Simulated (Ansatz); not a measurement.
# Fe wire along [100], 16 atoms a period: bands along the axis, part 2 of 2

Wanted: the relaxed geometry and the bands of the Fe wire along [100], 16 atoms a period.

Ansatz 0.2.0; DFT PBE, plane waves, PAW; relaxation of a wire's period; PAW set soft_1 (the session's first sound run).

So far: Starting point; Relaxation of atoms and period.

## 2. Relaxation of atoms and period (continued)

Site moment by atom:

| atom | site moment (μB) |
| --- | --- |
| Fe1 | 2.78 |
| Fe2 | 2.58 |
| Fe3 | 2.49 |
| Fe4 | 2.58 |
| Fe5 | 2.58 |
| Fe6 | 2.49 |
| Fe7 | 2.58 |
| Fe8 | 2.78 |
| Fe9 | 2.58 |
| Fe10 | 2.58 |
| Fe11 | 2.78 |
| Fe12 | 2.49 |
| Fe13 | 2.49 |
| Fe14 | 2.78 |
| Fe15 | 2.58 |
| Fe16 | 2.58 |

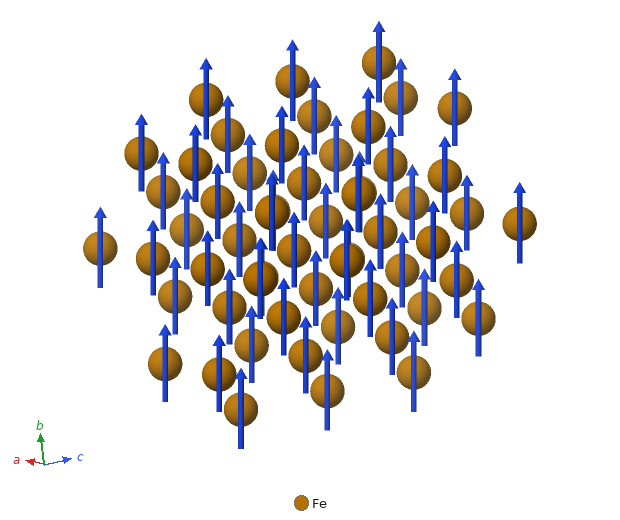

Site moment as arrows, the longest 2.78 μB. Up and down stand for the sign. Arrows give size and sign along the axis of quantisation, drawn up and down the page. 1×1×3 cells are drawn. Some periodic images of atoms are drawn too.

The cell's length comes to 2.714 Å with an absolute moment of 44.23 μB a cell.

## 3. The perfect wire

This step: DFT PBE, plane waves, PAW; bands of a perfect wire; PAW set soft_1 (Ansatz 0.2.0).

At the relaxed period the bands are computed along the axis; those that cross an energy going forward count the channels that a perfect wire would open there.

input.yaml

```yaml
crystal:
  lattice:
    - [15.29, 0.0, 0.0]
    - [0.0, 15.29, 0.0]
    - [0.0, 0.0, 2.7139598252]
  atoms:
    - { symbol: Fe, position: [0.221775102, 0.5, 0.0], spin: 2.78 }
    - { symbol: Fe, position: [0.406051263, 0.310998963, 0.0], spin: 2.58 }
    - { symbol: Fe, position: [0.405072544, 0.5, 0.0], spin: 2.49 }
    - { symbol: Fe, position: [0.406051263, 0.689001037, 0.0], spin: 2.58 }
    - { symbol: Fe, position: [0.593948737, 0.310998963, 0.0], spin: 2.58 }
    - { symbol: Fe, position: [0.594927456, 0.5, 0.0], spin: 2.49 }
    - { symbol: Fe, position: [0.593948737, 0.689001037, 0.0], spin: 2.58 }
    - { symbol: Fe, position: [0.778224898, 0.5, 0.0], spin: 2.78 }
    - { symbol: Fe, position: [0.310998963, 0.406051263, 0.5], spin: 2.58 }
    - { symbol: Fe, position: [0.310998963, 0.593948737, 0.5], spin: 2.58 }
    - { symbol: Fe, position: [0.5, 0.221775102, 0.5], spin: 2.78 }
    - { symbol: Fe, position: [0.5, 0.405072544, 0.5], spin: 2.49 }
    - { symbol: Fe, position: [0.5, 0.594927456, 0.5], spin: 2.49 }
    - { symbol: Fe, position: [0.5, 0.778224898, 0.5], spin: 2.78 }
    - { symbol: Fe, position: [0.689001037, 0.406051263, 0.5], spin: 2.58 }
    - { symbol: Fe, position: [0.689001037, 0.593948737, 0.5], spin: 2.58 }
magnetization:
  spin_polarized: true
kpoints:
  mp_grid: { grid: [1, 1, 30] }
  band_path: { path: ["Γ", Z], npoints: 90 }
scf:
  occupations: { method: fermi_dirac, width: 0.05 }
hamiltonian:
  xc: pbe
  pseudopotentials: { kind: paw, azcp: { folder: soft_1 } }
output:
  dos: { e_range: [-5, 4] }
  write_potential: true
  write_density: true
  volumetric_format: npy
```

The run is started by

```
$ ansatz run input.yaml --threads 4 --pin off --max-ram 16384MiB --backend cpu --events-out ev --progress --plain --runs-dir out
```

Numbers of over 12 decimals in the logs are rounded to 6 here.

Log:

```text
[...]
Crystal: 16 atoms, lattice volume = 634.481 Å³
Basis set: ecut = 420 eV, 12421 PW (Γ)
Bands: 179, of which v1, the nominal top of the filled ones, is band 128 counted from 1 (127 counted from 0)
Symmetry: 16 space group operations
[...]
k-points: 16 of 30
[...]
Starting moments: Σ|m| = 41.72 μB on 16 of 16 sites
[...]
SCF iter   1: F=—  HF=-71670.860502 eV  |F-HF|=—  |Δ(HF+E_count)|=         —  Δρ=3.84e-2 (↑1.69e-2 ↓3.84e-2)  dr2=4.75e1  dr2_m=2.80e0  M=41.277 μB ∫|m|=41.664 μB  β_m=0.30  ethr=3.10e-3  ⟨swp⟩=8.4  Hψ=27622  notcnv=0  defer=310
[...]
SCF iter  14: F=-71674.894782 eV  HF=-71674.894782 eV  |F-HF|=7.05e-8  |Δ(HF+E_count)|=   7.27e-8  Δρ=1.67e-6 (↑1.67e-6 ↓1.54e-6)  dr2=9.01e-8  dr2_m=1.11e-9  M=42.741 μB ∫|m|=44.274 μB  ethr=2.89e-11  ⟨swp⟩=13.3  Hψ=29554  notcnv=0
SCF 1 converged in 14 iterations: F = -71674.894782 eV  dr2 = 9.01e-8
[...]
WARN: The output density's exchange-correlation potential varies sharply where the density is thin. Do not read a vacuum level from v_tot or v_xc, or from such a field of the output density. On a cell that repeats whose density bears no net charge and no dipole along the vacuum's axis use v_es (v_loc + v_h of the components); under efield.dipole_correction with no amplitude use v_es + v_field, which holds any externa [...]
NSCF: frozen V_eff on 91 k-points
SCF converged after 14 iterations
Magnetization: 42.7414 μB (149.3707 up, 106.6293 down)
Absolute magnetization: 44.2774 μB (∫|ρ↑−ρ↓|, with the PAW one-centre terms)
[...]
Per-site moments (μB) at R_I (Å): [(2.780637, 0.990515), (2.584426, 0.990515), (2.492042, 1.008207), (2.584426, 0.990515), (2.584426, 0.990515), (2.492042, 1.008207), (2.584426, 0.990515), (2.780637, 0.990515), (2.584426, 0.990515), (2.584426, 0.990515), (2.780637, 0.990515), (2.492042, 1.008207), (2.492042, 1.008207), (2.780637, 0.990515), (2.584426, 0.990515), (2.584426, 0.990515)]
Free energy (F): -71674.894782 eV
[...]
Internal energy: -71674.756682 eV  (E = F + TS)
E sigma→0 (E₀):  -71674.825732 eV
Entropy (-TS):   -0.138100 eV (-8.631 meV/atom)
Fermi energy:    2.301915 eV
[...]
--- Band table (eV; the first three rows and the last of 32) ---
  k-point 0 ↑: bands = [... 124 lower, 0.7380, 0.7859, 0.8056, 0.8056, 0.8370, 0.8529, 0.9620, 1.0967, ... 47 higher]
  k-point 1 ↑: bands = [... 124 lower, 0.7349, 0.7944, 0.8111, 0.8111, 0.8644, 0.8763, 1.0012, 1.0506, ... 47 higher]
  k-point 2 ↑: bands = [... 124 lower, 0.7654, 0.7977, 0.8257, 0.8257, 0.9379, 0.9796, 0.9796, 0.9877, ... 47 higher]
  k-point 15 ↓: bands = [... 124 lower, 3.9671, 3.9671, 4.0811, 4.0811, 4.1237, 4.1237, 4.2387, 4.2387, ... 47 higher]
```

Wall time 4.4 min (4 threads of Intel Xeon Platinum 8488C (Sapphire Rapids), shared host); peak memory 8.8 GiB; 17 min of CPU time.

In the SCF lines HF is the Harris–Foulkes energy and dr2 the Hartree energy of the density residual, in eV; the loop may stop once dr2 is under the threshold and the program's other checks hold. Hψ counts applications of the Hamiltonian.

This step gave:

| Item | Value |
| --- | --- |
| total moment | 42.74 μB |
| absolute moment | 44.28 μB |
| band gap | 0 eV |

Between Γ and Z the bands cross the Fermi level 22 times, so a perfect wire would conduct at least 11 G₀, with an absolute moment of 44.28 μB a cell.

## 4. Results

```yaml
cell_length_pbe: 2.714 Å
absolute_moment_pbe: 44.3 μB
ballistic_conductance_by_band_crossings_a_lower_bound_pbe: 11 G₀
```

What this shows: Under PBE the cell's length is 2.71 Å, the absolute moment is 44.28 μB a cell, and the bands cross the Fermi level 22 times between Γ and Z, which gives a perfect wire at least 11 G₀ (opposite crossings within one step of the path cancel in such a count). In the perfect wire the moments were started parallel, and no opposed start was run. No search over magnetic orders was made; another may lie lower.

[Logs are printed without paths, hosts, clocks, repeated set-up lines and the standing remarks that a program may print on its own settings, such as how far it seeks lower states.]

[Hosts, paths, dates, database ids (printed as entryN), source tags and the programs' standing remarks are cut or masked in the printed files.]
